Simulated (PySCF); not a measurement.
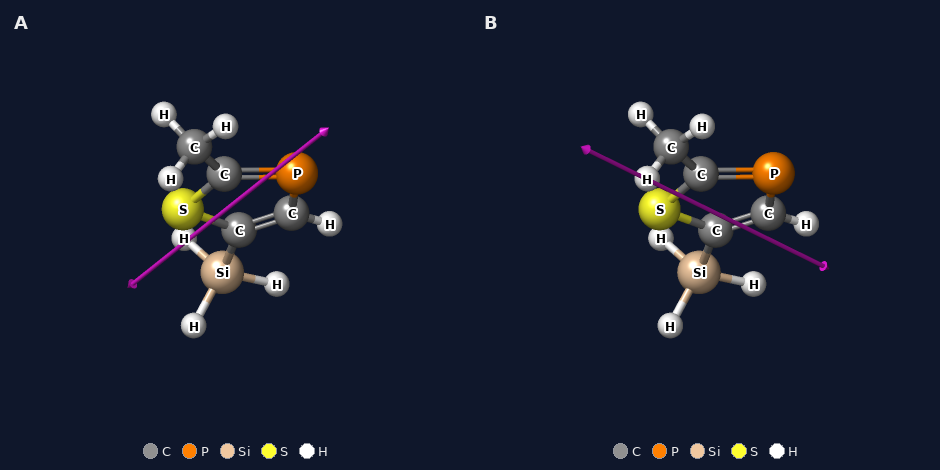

The double arrows show the directions of two transition dipoles from the ground state (lengths mean nothing). The computed structure is the end point of a GFN2-xTB optimisation. No frequency run is at hand to confirm it as a minimum. Method: TDDFT B3LYP/def2-SVPD, vertical, gas phase, core orbitals frozen in the response (PySCF 2.14.0).

Question: One belongs to singlet state 1 and one to singlet state 5. Which is which?

Answer: A: state 5, 5.84 eV (212 nm), oscillator strength 0.26, mainly HOMO → LUMO+1 (weight 0.71).
B: state 1, 4.61 eV (269 nm), oscillator strength 0.12, mainly HOMO → LUMO (weight 0.91).

The geometry is semi-empirical. Around P, Si such bond lengths and angles can be off by a tenth of an ångström or more and by several degrees, and values that hang on the shape move with them.
